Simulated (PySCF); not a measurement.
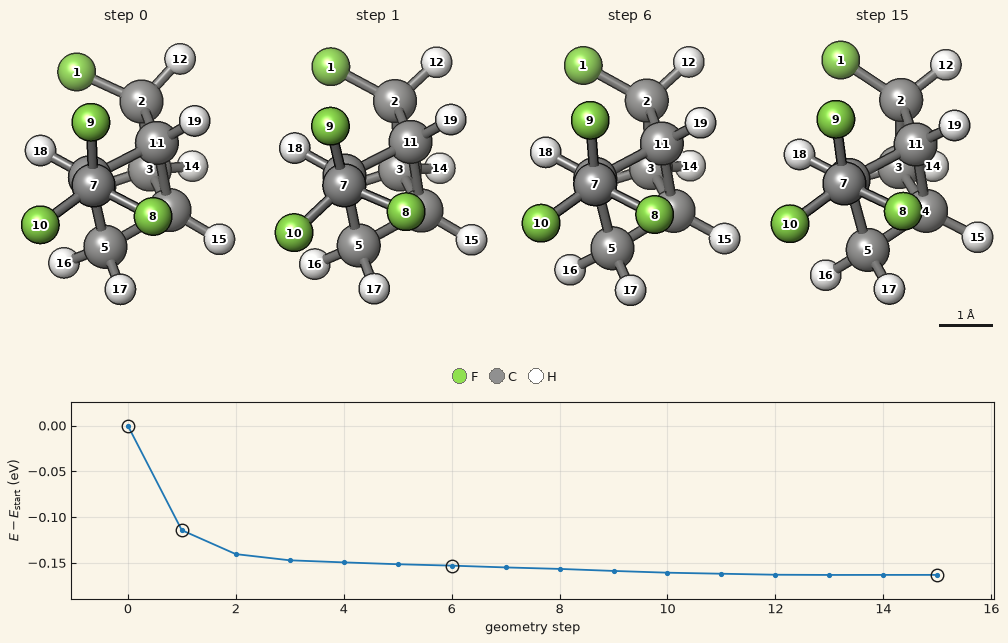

Frames of a relaxation of C$_{7}$H$_{8}$F$_{4}$, marked on the history of the run. Style: ball-and-stick. Shown from a free direction.

The start comes from GFN2-xTB. Its atoms were then displaced at random by about 0.01 Å.

These are results of PBE0-D3(BJ)/def2-SVP geometry optimisation, gas phase (PySCF 2.14.0, density-fitted response routines), not measurements. 

### What happens along the run?

After 15 geometry steps the energy has fallen by 0.163 eV. The largest move after the best rigid fit is that of an H atom, 0.32 Å. By element the largest moves are H 0.32 Å, F 0.32 Å, C 0.14 Å. Some distances before and after: C–C 1.494 → 1.547 Å, C–C 1.566 → 1.534 Å, C–H 1.073 → 1.099 Å, C–F 1.359 → 1.336 Å. Among the angles between lasting bonds that change: C–C–H 120.2° → 116.6°, C–C–H 115.4° → 118.3°, C–C–H 114.2° → 117.1°. Cost: 2.8 min on 2 threads of Intel(R) Xeon(R) Platinum 8488C, with other jobs on the host. From step 0 to 1: an F atom moves most (0.25 Å), energy −0.114 eV. From step 1 to 6: F atoms move most (0.22 Å), energy −0.039 eV. From step 6 to 15: an H atom moves most (0.19 Å), energy −0.010 eV.

```json
{"step": "0", "E − E(0), eV": "0.0000"}
{"step": "1", "E − E(0), eV": "-0.1142"}
{"step": "2", "E − E(0), eV": "-0.1403"}
{"step": "3", "E − E(0), eV": "-0.1470"}
{"step": "4", "E − E(0), eV": "-0.1493"}
{"step": "5", "E − E(0), eV": "-0.1513"}
{"step": "6", "E − E(0), eV": "-0.1529"}
{"step": "7", "E − E(0), eV": "-0.1548"}
{"step": "8", "E − E(0), eV": "-0.1565"}
{"step": "9", "E − E(0), eV": "-0.1587"}
{"step": "10", "E − E(0), eV": "-0.1606"}
{"step": "11", "E − E(0), eV": "-0.1617"}
{"step": "12", "E − E(0), eV": "-0.1628"}
{"step": "13", "E − E(0), eV": "-0.1630"}
{"step": "14", "E − E(0), eV": "-0.1630"}
{"step": "15", "E − E(0), eV": "-0.1630"}
```
